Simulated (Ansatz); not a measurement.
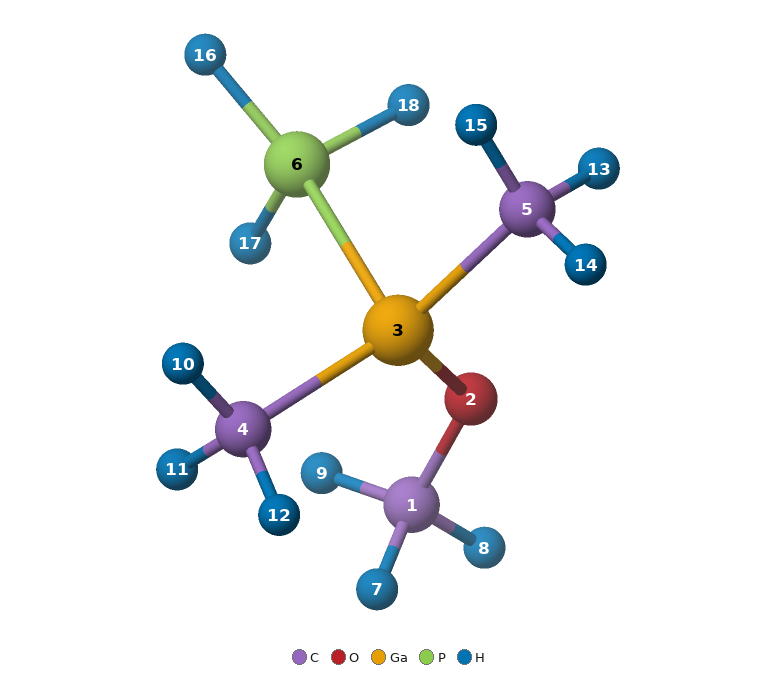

Numbered structure. The geometry was computed by an optimisation with PBE-D4/def2-SVP. No frequency run is at hand to confirm it as a minimum.

Which atoms are bonded, and how long are the bonds? Leave out bonds to hydrogen.

```json
{"bond": "C1–O2", "length (Å)": "1.399"}
{"bond": "O2–Ga3", "length (Å)": "1.859"}
{"bond": "Ga3–C4", "length (Å)": "1.984"}
{"bond": "Ga3–C5", "length (Å)": "1.976"}
{"bond": "Ga3–P6", "length (Å)": "2.672"}
```
